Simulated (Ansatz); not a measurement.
Cost and result by functional for the surface energy of the (31-41) surface of hcp Be in its 1x1 cell, outermost plane spacing 0.09 Å in the ideal cut, in Ansatz (plane waves, PAW). Single points on the PBE structure, on one kind of machine; costs are rough ratios of the slab run's core time (references not counted) to the cheapest single point. r2SCAN's cost holds its higher cutoff (500 against 420 eV). Differences are taken against r2SCAN for comparison alone: no measured value is at hand, so the table doesn't rank accuracy.

Model: 40-atom slab, 10.3 Å thick at the start (thin: gaps and levels are the slab's own), 9x6x1 mesh, Fermi-Dirac 0.1 eV, dipole correction, all atoms relaxed; held to the start's symmetry, so lower structures may exist; no spin, no spin-orbit, no U. These notes are the PBE run's.

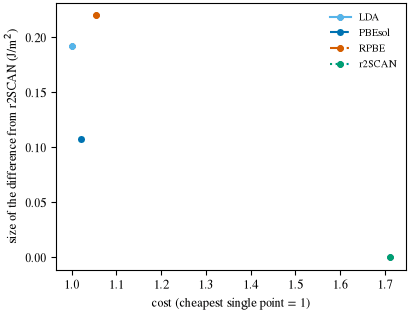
Figure. Difference from r2SCAN against cost

```json
[
 {"functional": "LDA", "relative cost": "1", "surface energy (J/m²)": "2.50", "less r2SCAN (J/m²)": "0.19"},
 {"functional": "PBEsol", "relative cost": "1", "surface energy (J/m²)": "2.42", "less r2SCAN (J/m²)": "0.11"},
 {"functional": "RPBE", "relative cost": "1", "surface energy (J/m²)": "2.09", "less r2SCAN (J/m²)": "-0.22"},
 {"functional": "r2SCAN", "relative cost": "2", "surface energy (J/m²)": "2.31", "less r2SCAN (J/m²)": "0.00"},
 {"functional": "PBE (the relaxed run's value)", "relative cost": "–", "surface energy (J/m²)": "2.23", "less r2SCAN (J/m²)": "-0.07"}
]
```

The values span 0.41 J/m², while the single points' costs differ by a factor of roughly 2. Differences are of unrounded values.

Ansatz is an electronic-structure program.
